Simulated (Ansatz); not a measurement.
## CH$_{2}$BSi: a changed input and its effect

System: CH$_{2}$BSi, multiplicity 2, SMILES [BH]C#[SiH].
Method of run A: UKS PBE-D4/def2-TZVPP (Ansatz 0.2.0).

The geometry comes from this level: PBE0-D4/def2-TZVP. Text and figures count atoms from 1; the logs count them from 0 in places.

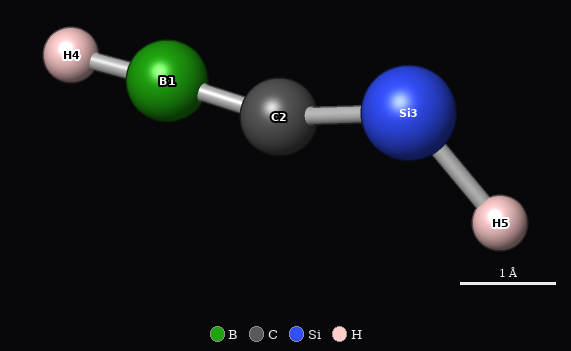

**Figure 1.** The structure as given in the input (ball-and-stick view, seen at a tilt; atoms are numbered from 1 in the order of the input).

**Input, run A**
```yaml
crystal:
  periodic: [false, false, false]
  atoms:
    - {symbol: B, position_ang: [-0.933906, -1.085982, 0.123263]}
    - {symbol: C, position_ang: [-0.038098, -0.064743, 0.009319]}
    - {symbol: Si, position_ang: [0.568124, 1.487784, -0.251488]}
    - {symbol: H, position_ang: [-1.656132, -2.004799, 0.235517]}
    - {symbol: H, position_ang: [2.060022, 1.667731, -0.116611]}
basis:
  gaussian: {orbitals: def2-TZVPP}
magnetization: {spin_polarized: true, initial_magnetization: 1}
hamiltonian: {xc: pbe, dispersion: d4}
```

Command:
```bash
ansatz run in.yaml --threads 2 --pin off --events-out ev --progress --plain --max-ram 4352MiB
```

Hardware: 2 threads of AMD EPYC, 23 GiB of memory available, shared host.

**Output (run A)**
```
Functional definition: PBE
  parameter kappa = 0.804
  parameter beta = 0.06672455060314922
  exchange = pbe_x(kappa = kappa, mu = beta*pi^2/3)
  correlation = pbe_c(beta = beta)
755 factors; their error is unknown
mean field evaluation 1: about -9597.3208 eV, gradient 5.5e1 eV
mean field evaluation 2: about -9490.9364 eV, gradient 1.1e2 eV
mean field evaluation 4: about -9605.5051 eV, gradient 3.1e1 eV
mean field evaluation 8: about -9613.6286 eV, gradient 1.7e-1 eV
mean field evaluation 16: about -9613.6085 eV, gradient 3.1e-3 eV
mean field -9613.60849371 eV, -353.2935958060 hartree, gradient 4.3e-5 eV, S^2 0.756347; 0 other end points of the search recorded, 0 dependent functions left out
reference -9613.60853297 eV, -353.2935972487 hartree; 14, 13 occupied and 118, 119 virtual orbitals, 755 factors
Total energy: -9613.70478942 eV, -353.2971346080 hartree
```

For run B the input was changed thus:
```diff
-    - {symbol: B, position_ang: [-0.933906, -1.085982, 0.123263]}
-    - {symbol: C, position_ang: [-0.038098, -0.064743, 0.009319]}
-    - {symbol: Si, position_ang: [0.568124, 1.487784, -0.251488]}
-    - {symbol: H, position_ang: [-1.656132, -2.004799, 0.235517]}
-    - {symbol: H, position_ang: [2.060022, 1.667731, -0.116611]}
+    - {symbol: B, position_ang: [-0.932379, -1.087023, 0.123683]}
+    - {symbol: C, position_ang: [-0.039248, -0.063563, 0.009114]}
+    - {symbol: Si, position_ang: [0.566386, 1.488874, -0.254276]}
+    - {symbol: H, position_ang: [-1.652505, -2.007363, 0.236624]}
+    - {symbol: H, position_ang: [2.057748, 1.669075, -0.115145]}
```

What does this change do to the results?

The energy is the same within 0.01 kcal/mol.

**Output (run B)**
```
Functional definition: PBE
  parameter kappa = 0.804
  parameter beta = 0.06672455060314922
  exchange = pbe_x(kappa = kappa, mu = beta*pi^2/3)
  correlation = pbe_c(beta = beta)
755 factors; their error is unknown
mean field evaluation 1: about -9597.3194 eV, gradient 5.5e1 eV
mean field evaluation 2: about -9490.9087 eV, gradient 1.1e2 eV
mean field evaluation 4: about -9605.5012 eV, gradient 3.1e1 eV
mean field evaluation 8: about -9613.6287 eV, gradient 1.7e-1 eV
mean field evaluation 16: about -9613.6086 eV, gradient 3.1e-3 eV
mean field -9613.60862285 eV, -353.2936005516 hartree, gradient 4.3e-5 eV, S^2 0.756341; 0 other end points of the search recorded, 0 dependent functions left out
reference -9613.60866210 eV, -353.2936019941 hartree; 14, 13 occupied and 118, 119 virtual orbitals, 755 factors
Total energy: -9613.70491596 eV, -353.2971392583 hartree
```

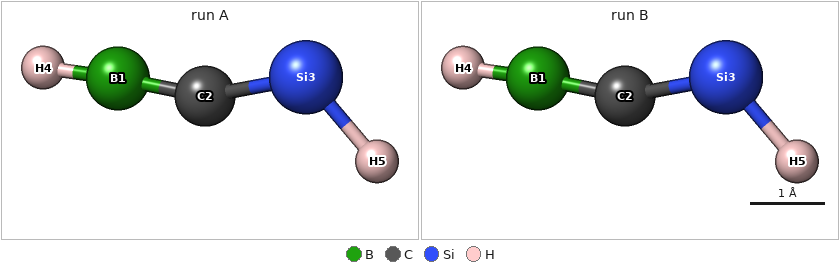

**Figure 2.** The two input geometries at one scale (ball-and-stick view, seen at a tilt). The atoms keep their places after the best rigid fit (all moves are under 0.005 Å).

**The two runs side by side**

| quantity | run A | run B |
| --- | --- | --- |
| outcome | converged | converged |
| total energy (hartree) | −353.297135 | −353.297139 |
| ⟨S²⟩ | 0.756 | 0.756 |
| basis functions | 132 | 132 |
| wall time (shared host) | 1.4 s | 1.5 s |
